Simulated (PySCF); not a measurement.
# C₆H₁₁ClOSi (SMILES CCCOC1=C([SiH2]Cl)C1): what the fields show

The calculation's input:

```
{"job": {"kind": "nmr", "xc": "PBE0", "basis": "pcSseg-1"}, "charge": 0, "multiplicity": 1}
C      2.648197    -1.086744     0.332715
C      1.695732     0.101026     0.341131
C      1.223829     0.440300    -1.070963
O      0.327834     1.549139    -1.084996
C     -0.887706     1.288142    -0.653385
C     -1.795823     0.452785    -0.200812
Si    -2.345373    -1.213249     0.358843
Cl    -3.898877    -1.831145    -0.781414
C     -2.205509     1.913209    -0.426461
H      2.976753    -1.313146     1.343570
H      3.524500    -0.871618    -0.274195
H      2.156211    -1.967193    -0.074054
H      0.822886    -0.128389     0.956267
H      2.192291     0.975538     0.765820
H      0.731570    -0.429996    -1.521523
H      2.065154     0.746480    -1.697245
H     -1.247826    -2.164759     0.180150
H     -2.806962    -1.184792     1.745563
H     -2.348813     2.566406     0.427975
H     -2.833216     2.168685    -1.273649
```

Command:

```sh
OMP_NUM_THREADS=1 python probes_run.py task.json out
```

Geometry: GFN2-xTB.

Theory: PBE0/pcSseg-1, SCF density, gas phase, non-relativistic in PySCF 2.14.0.

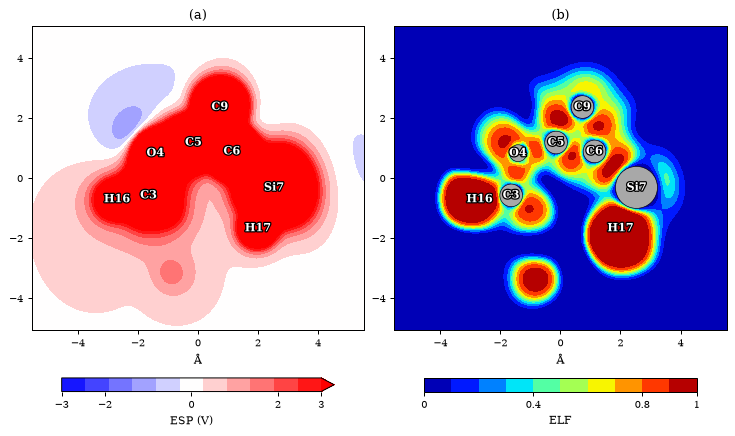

Figure 1. (a) molecular electrostatic potential; (b) ELF on the plane of atoms C6, Si7 and H17. Grey discs cover the atomic cores in the ELF map.

**What does the map show?**

The plane passes through C, O, Si and H nuclei. C–C (1.31 Å): the ELF peaks at about 0.85 between the atoms: a multiple bond. C–O (1.32 Å): the ELF peaks at about 0.90 between the atoms; a shared but strongly polarised pair. C–Si (1.84 Å): the ELF peaks at about 0.95 between the atoms, as expected for a shared electron pair. C–H (1.09 Å): the ELF climbs to about 1 towards the hydrogen, as it does in any bond to H (an ordinary covalent bond to hydrogen). C–O (1.43 Å): the ELF peaks at about 0.90 between the atoms; a polar covalent bond. The ELF also peaks beside O4, away from the bonds: lone-pair regions. Outside the dense part of the molecule the potential is most negative (−1.2 V) near O4.

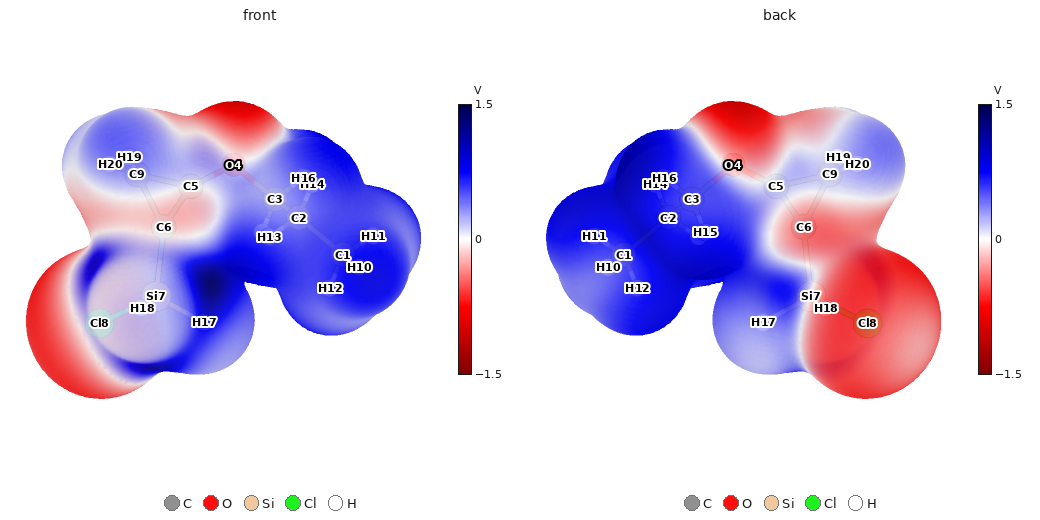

Figure 2. The molecular electrostatic potential painted on the density surface at 0.002 e/bohr³, seen from the front and from behind; red is negative and blue positive.

**Where is the surface potential most negative and most positive?**

The most negative region (about −1.0 V) lies over O4, the most positive (about +1.3 V) over Si7.
